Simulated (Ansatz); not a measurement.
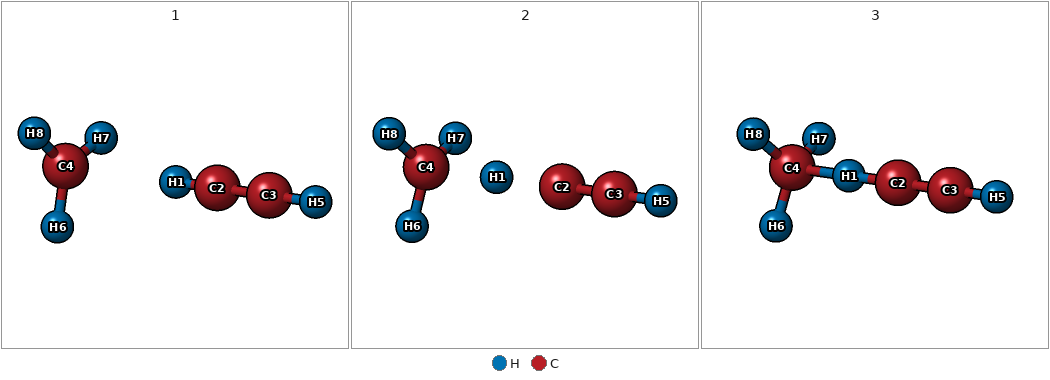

The reacting system C₃H₅ (fragments C₂H₂ + CH₃ where the first distance is long, CH₄ + C₂H where the second is long), spin multiplicity 2. The first coordinate is: distance H1–C4 (bond that forms); the second: distance H1–C2 (bond that breaks). Relaxed at each point: all other coordinates. The grid has 12 × 12 points. Points are written as (first, second). All energies are given in kcal/mol relative to a guessed transition structure relaxed with its forming and breaking bonds held. In part of the range the unrestricted reference is strongly spin-contaminated. These are results of UKS PBE0-D4/def2-SVP (Ansatz), not measurements.

The numbered pictures are structures from this grid.

Which is the most stable, and how do the others follow?

Answer. 1, at (2.561 Å, 0.963 Å): −13 kcal/mol; 3, at (1.318 Å, 1.141 Å): −0.9 kcal/mol; 2, at (1.635 Å, 1.523 Å): 13 kcal/mol.

The map, with the structures marked:

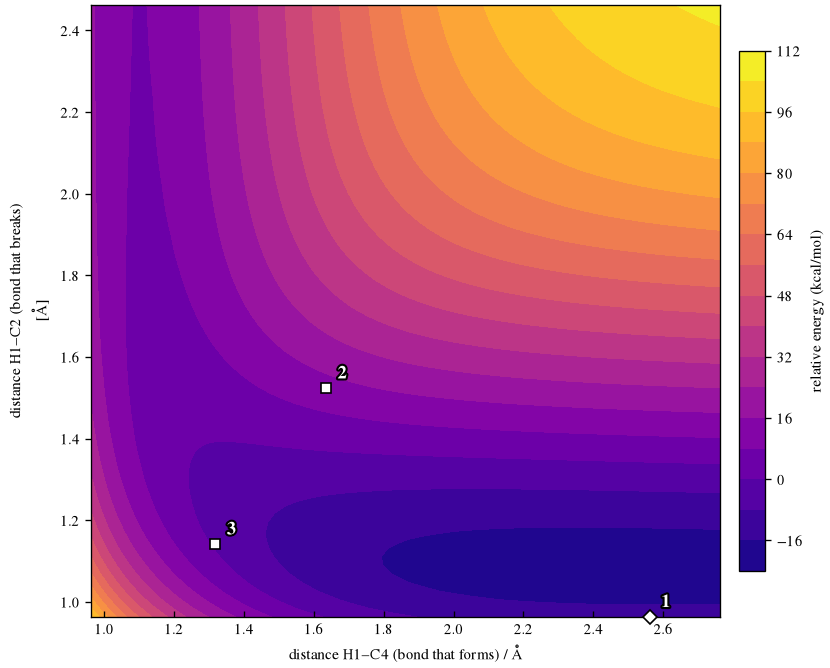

The picture shows filled contours. Between grid points the surface is interpolated.
